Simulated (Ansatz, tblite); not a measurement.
# Ge(SiH3)4 (Si4GeH12): charged states by level of theory

What does removing an electron cost or gain for Ge(SiH3)4 (Si4GeH12)? Each charged state is run at several levels.

Method: as each input shows; program: Ansatz 0.2.0, Gaussian basis.

The runs, in order: charge +1 doublet, at the geometry of the singlet (PBE0-D4/def2-TZVP, PBE-D4/def2-TZVP, BLYP-D4/def2-TZVP, CCSD(T)/def2-SVP); the starting singlet's energies come from earlier runs.

2 further runs of the same task are left out: 2 set aside as unsound or not needed.

### Step 1. The structure

The geometry is that of the singlet, from an earlier relaxation (r2SCAN-D4/def2-SVP).

17 atoms, charge 0, spin multiplicity 1.

Atoms are counted from 1 here; the program's logs count them from 0.

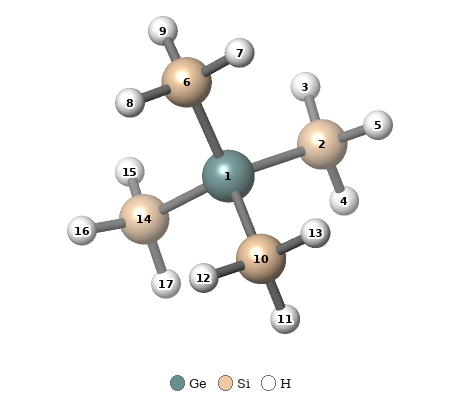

The structure; germanium teal, silicon light orange, hydrogen white; atoms are numbered from 1 in the order of the file.

As a file:

```xyz
17
GeH12Si4
Ge    0.0019   -0.0079    0.0028
Si   -0.0111   -0.0090    2.3854
H     0.8300   -1.1279    2.9086
H    -1.4061   -0.1770    2.8948
H     0.5350    1.2842    2.8984
Si    2.2491    0.0118   -0.7880
H     2.9806    1.1941   -0.2399
H     2.2619    0.0878   -2.2806
H     2.9598   -1.2325   -0.3636
Si   -1.1258    1.9405   -0.7783
H    -2.5520    1.9237   -0.3320
H    -1.0896    1.9980   -2.2712
H    -0.4660    3.1660   -0.2337
Si   -1.1107   -1.9489   -0.8171
H    -0.5427   -3.1786   -0.1859
H    -0.9449   -2.0492   -2.2990
H    -2.5693   -1.8752   -0.5004
```

### Step 2. Charge +1 doublet at the fixed geometry, PBE0-D4/def2-TZVP

in.yaml

```yaml
crystal:
  periodic: [false, false, false]
  atoms:
    - {symbol: Ge, position_ang: [0.001876, -0.007934, 0.002781]}
    - {symbol: Si, position_ang: [-0.011132, -0.009014, 2.385372]}
    - {symbol: H, position_ang: [0.830014, -1.127892, 2.908632]}
    - {symbol: H, position_ang: [-1.406059, -0.176962, 2.894777]}
    - {symbol: H, position_ang: [0.534954, 1.284215, 2.898350]}
    - {symbol: Si, position_ang: [2.249106, 0.011798, -0.788047]}
    - {symbol: H, position_ang: [2.980556, 1.194109, -0.239897]}
    - {symbol: H, position_ang: [2.261903, 0.087797, -2.280607]}
    - {symbol: H, position_ang: [2.959754, -1.232483, -0.363598]}
    - {symbol: Si, position_ang: [-1.125776, 1.940535, -0.778294]}
    - {symbol: H, position_ang: [-2.552036, 1.923744, -0.332024]}
    - {symbol: H, position_ang: [-1.089634, 1.997957, -2.271213]}
    - {symbol: H, position_ang: [-0.466017, 3.166031, -0.233701]}
    - {symbol: Si, position_ang: [-1.110658, -1.948858, -0.817106]}
    - {symbol: H, position_ang: [-0.542672, -3.178625, -0.185940]}
    - {symbol: H, position_ang: [-0.944859, -2.049219, -2.299037]}
    - {symbol: H, position_ang: [-2.569330, -1.875210, -0.500450]}
basis:
  gaussian: {orbitals: def2-TZVP}
total_charge: 1
magnetization: {spin_polarized: true, initial_magnetization: 1}
hamiltonian: {xc: pbe0, dispersion: d4}
scf: {omitted_lower_state_checks: [starts]}
output: {orbitals: {seedname: orbitals}}
```

Launch:

```bash
$ ansatz run in.yaml --threads 4 --pin off --events-out ev --progress --plain --max-ram 4787MiB
```

Standard output:

```text
Functional definition: PBE0
  name "PBE0"
  cite "Adamo & Barone, J. Chem. Phys. 110, 6158 (1999) doi:10.1063/1.478522"
  cite "Perdew, Burke & Ernzerhof, Phys. Rev. Lett. 77, 3865 (1996) doi:10.1103/PhysRevLett.77.3865"
  parent pbe
  parameter a = 0.25
  parameter kappa = 0.804
  parameter beta = 0.06672455060314922
  exchange = (1 - a)*pbe_x(kappa = kappa, mu = beta*pi^2/3) + a*exact_x
  correlation = pbe_c(beta = beta)
these checks for a lower state are left out or cut short: starts
2001 factors; their error is unknown
mean field evaluation 1: about -88194.0135 eV, gradient 1.5e1 eV
mean field evaluation 2: about -88194.6607 eV, gradient 1.3e1 eV
mean field evaluation 4: about -88195.1827 eV, gradient 9.2e-1 eV
mean field evaluation 8: about -88195.1883 eV, gradient 1.4e-1 eV
mean field evaluation 16: about -88195.6074 eV, gradient 8.5e-4 eV
mean field -88195.60741692 eV, -3241.1287914419 hartree, gradient 5.8e-6 eV, S^2 0.756356; 0 other end points of the search recorded, 0 dependent functions left out
reference -88195.60747072 eV, -3241.1287934191 hartree; 50, 49 occupied and 218, 219 virtual orbitals, 2001 factors
Total energy: -88196.01700751 eV, -3241.1438436187 hartree
Checks for a lower state left out: starts
```

Run time: 2.9 min. Hardware: 4 threads of Intel Xeon at 2.50GHz, shared host; peak memory 1.6 GiB.

From the report: HOMO -12.42 eV, LUMO -10.91 eV (over both spins); ⟨S²⟩ 0.756 (pure: 0.75).

### Step 3. Charge +1 doublet at the fixed geometry, PBE-D4/def2-TZVP

start.molden holds the orbitals of an earlier run on this state, given as this run's starting guess.

Edit in.yaml of step 2 so:

```diff
@@ -21,6 +21,6 @@
 basis:
-  gaussian: {orbitals: def2-TZVP}
+  gaussian: {orbitals: def2-TZVP, initial_orbitals: start.molden}
 total_charge: 1
 magnetization: {spin_polarized: true, initial_magnetization: 1}
-hamiltonian: {xc: pbe0, dispersion: d4}
+hamiltonian: {xc: pbe, dispersion: d4}
 scf: {omitted_lower_state_checks: [starts]}
```

The command is unchanged.

Standard output:

```text
Functional definition: PBE
  name "PBE"
  cite "Perdew, Burke & Ernzerhof, Phys. Rev. Lett. 77, 3865 (1996) doi:10.1103/PhysRevLett.77.3865"
  parent pbe
  parameter kappa = 0.804
  parameter beta = 0.06672455060314922
  exchange = pbe_x(kappa = kappa, mu = beta*pi^2/3)
  correlation = pbe_c(beta = beta)
these checks for a lower state are left out or cut short: starts
1894 factors; their error is unknown
mean field evaluation 1: about -88190.7121 eV, gradient 1.0e1 eV
mean field evaluation 2: about -88190.9037 eV, gradient 3.1e-1 eV
mean field evaluation 4: about -88190.8668 eV, gradient 1.2e-2 eV
mean field evaluation 8: about -88190.8668 eV, gradient 9.0e-5 eV
mean field -88190.86678491 eV, -3240.9545764290 hartree, gradient 1.7e-6 eV, S^2 0.752302; 0 other end points of the search recorded, 0 dependent functions left out
reference -88190.86685626 eV, -3240.9545790510 hartree; 50, 49 occupied and 218, 219 virtual orbitals, 1894 factors
Total energy: -88191.33107863 eV, -3240.9716389084 hartree
Checks for a lower state left out: starts
```

It took 27 s on 4 threads of Intel Xeon at 2.50GHz, shared host; peak memory 0.57 GiB.

HOMO -11.42 eV, LUMO -11.37 eV (over both spins); ⟨S²⟩ 0.752 (pure: 0.75).

### Step 4. Charge +1 doublet at the fixed geometry, BLYP-D4/def2-TZVP

Edit in.yaml of step 3 so:

```diff
@@ -24,3 +24,3 @@
 magnetization: {spin_polarized: true, initial_magnetization: 1}
-hamiltonian: {xc: pbe, dispersion: d4}
+hamiltonian: {xc: {name: BLYP}, dispersion: d4}
 scf: {omitted_lower_state_checks: [starts]}
```

Same command.

Standard output, shortened:

```text
Functional definition: BLYP
  name "BLYP"
  cite "Becke, Phys. Rev. A 38, 3098 (1988) doi:10.1103/PhysRevA.38.3098"
  cite "Lee, Yang & Parr, Phys. Rev. B 37, 785 (1988) doi:10.1103/PhysRevB.37.785"
[...]
1894 factors; their error is unknown
[...]
mean field -88216.89806793 eV, -3241.9112084351 hartree, gradient 4.5e-6 eV, S^2 0.751920; 0 other end points of the search recorded, 0 dependent functions left out
reference -88216.89862442 eV, -3241.9112288858 hartree; 50, 49 occupied and 218, 219 virtual orbitals, 1894 factors
Total energy: -88217.85071461 eV, -3241.9462175550 hartree
Checks for a lower state left out: starts
```

Run time: 26 s. Hardware: 4 threads of Intel Xeon at 2.50GHz, shared host; peak memory 0.57 GiB.

From the report: HOMO -11.28 eV, LUMO -11.25 eV (over both spins); ⟨S²⟩ 0.752 (pure: 0.75).

### Step 5. Charge +1 doublet at the fixed geometry, CCSD(T)/def2-SVP

Edit in.yaml of step 4 so:

```diff
@@ -21,7 +21,7 @@
 basis:
-  gaussian: {orbitals: def2-TZVP, initial_orbitals: start.molden}
+  gaussian: {orbitals: def2-SVP, initial_orbitals: start.molden}
 total_charge: 1
 magnetization: {spin_polarized: true, initial_magnetization: 1}
-hamiltonian: {xc: {name: BLYP}, dispersion: d4}
-scf: {omitted_lower_state_checks: [starts]}
+correlation: {method: ccsd_t}
+scf: {omitted_lower_state_checks: [starts, cluster_reference]}
 output: {orbitals: {seedname: orbitals}}
```

Same command.

Standard output, shortened:

```text
Functional definition: HF
  name "HF"
  cite "Fock, Z. Phys. 61, 126 (1930) doi:10.1007/BF01340294"
  parent pbe
[...]
1600 factors; integrals over basis functions are off by at most 1.2e-3 eV
[...]
mean field -88086.74382655 eV, -3237.1281282864 hartree, gradient 6.0e-6 eV, S^2 0.762983; 0 other end points of the search recorded, 0 dependent functions left out
29 core orbitals not correlated: weight in the atoms' cores, before any rotation towards them, 1.000 or more for the frozen orbitals, at most 0.000 for the correlated occupied ones
reference -88086.74382655 eV, -3237.1281282864 hartree; 21, 20 occupied and 114, 115 virtual orbitals, 1600 factors
second order -17.10432137 eV of doubles, -0.00000000 eV of singles
cycle   1  -18.70624354 eV  change    -1.6e0 eV  update   1.3e-1
[...]
cycle  18  -19.66220592 eV  change   -3.3e-5 eV  update   1.6e-5
perturbative correction -0.59499138 eV, -0.0218655299 hartree
Total energy: -88107.00102385 eV, -3237.8725665564 hartree
Checks for a lower state left out: starts, cluster_reference
```

Run time: 4.9 min. Hardware: 4 threads of Intel Xeon at 2.50GHz, shared host; peak memory 3.3 GiB.

Report: Hartree-Fock HOMO -14.86 eV, LUMO -7.89 eV (over both spins); ⟨S²⟩ 0.763 (pure: 0.75); T1 0.016.

### Step 6. Vertical ionisation energy

Charged state less starting state, singlet to doublet; the starting state's energies are those of its earlier runs.

Differences are taken before rounding.

| method | vertical ionisation energy (eV) | from CCSD(T)/def2-SVP (eV) | time |
| --- | --- | --- | --- |
| HF/def2-SVP | 9.11 | -0.47 |  |
| PBE-D4/def2-TZVP | 9.17 | -0.40 | 35 s |
| BLYP-D4/def2-TZVP | 9.08 | -0.49 | 36 s |
| PBE0-D4/def2-TZVP | 9.45 | -0.13 | 3.2 min |
| MP2/def2-SVP | 9.67 | +0.09 |  |
| CCSD/def2-SVP | 9.58 | 0.00 |  |
| CCSD(T)/def2-SVP | 9.57 | 0 | 5.9 min |

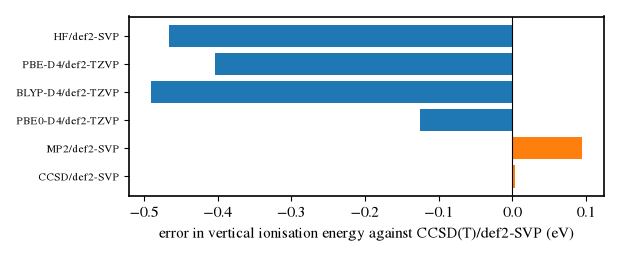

How far each level lands from CCSD(T)/def2-SVP.

Times add the two runs; a level without a time comes out of a correlated run.

Beside −ε(HOMO) of the starting state:

| level | −ε(HOMO) (eV) | by difference (eV) | mismatch (eV) |
| --- | --- | --- | --- |
| PBE-D4/def2-TZVP | 6.87 | 9.17 | -2.30 |
| BLYP-D4/def2-TZVP | 6.71 | 9.08 | -2.37 |
| PBE0-D4/def2-TZVP | 7.89 | 9.45 | -1.55 |

### Step 7. Results

| quantity | value |
| --- | --- |
| vertical ionisation energy, functionals in def2-TZVP | 9.08 (BLYP-D4) to 9.45 eV (PBE0-D4) |
| vertical ionisation energy, CCSD(T)/def2-SVP | 9.57 eV |

What this shows: The vertical ionisation energy spans 9.08 to 9.45 eV over the functionals, beside 9.57 eV from CCSD(T)/def2-SVP. −ε(HOMO) misses the level's own difference by -1.55 eV at best (PBE0-D4) and -2.37 eV at worst (BLYP-D4). The yardstick is in a double-zeta basis, so levels in larger sets aren't compared like for like. CCSD(T)/def2-SVP isn't at the basis-set limit; small misses against it rank nothing.
